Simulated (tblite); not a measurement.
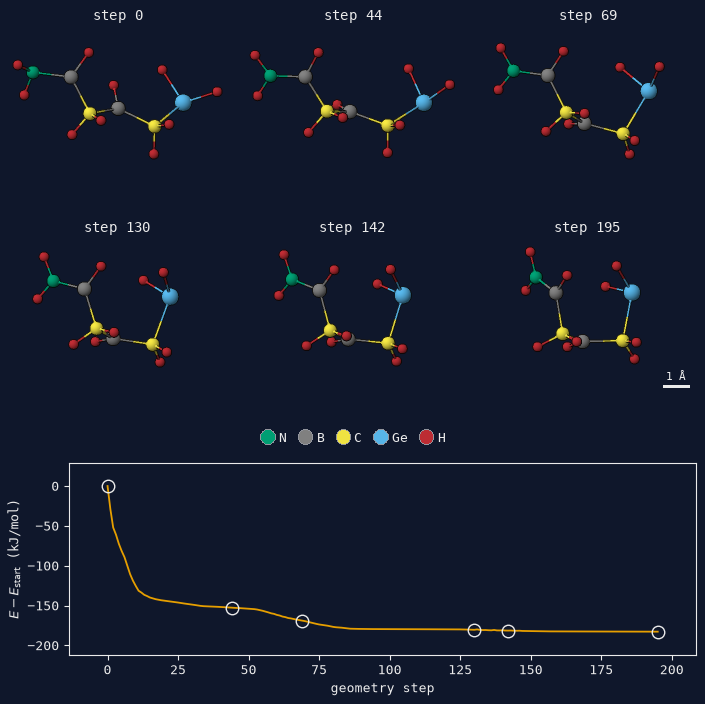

Frames of a relaxation of C2H10B2GeN (multiplicity 2), marked on the history of the run. A ball-and-stick model, seen at a tilt.

Computed with GFN2-xTB geometry optimisation, gas phase (tblite 0.8.0). 

### Describe the path.

After 195 geometry steps the energy has fallen by 182.8 kJ/mol. The atom that moves furthest after the best rigid fit is an H atom (3.22 Å). Largest moves by element: H 3.22 Å, N 1.39 Å, Ge 1.31 Å, B 0.84 Å, C 0.38 Å. Some distances before and after: B–N 1.545 → 1.383 Å, C–Ge 1.956 → 2.031 Å, H–N 1.049 → 1.006 Å, Ge–H 1.531 → 1.561 Å. Among the angles between lasting bonds that change: B–N–H 109.2° → 123.1°, B–N–H 111.0° → 124.1°, H–Ge–H 109.8° → 98.0°. Groups turn about B–C by about 75°, B–C by about 65°, C–Ge by about 60°. From step 0 to 44: an H atom moves most (0.99 Å), energy −152.7 kJ/mol. From step 44 to 69: an H atom moves most (1.34 Å), energy −16.2 kJ/mol. From step 69 to 130: an H atom moves most (1.04 Å), energy −11.6 kJ/mol. From step 130 to 142: an H atom moves most (0.37 Å), energy −0.99 kJ/mol. From step 142 to 195: an H atom moves most (0.53 Å), energy −1.35 kJ/mol.
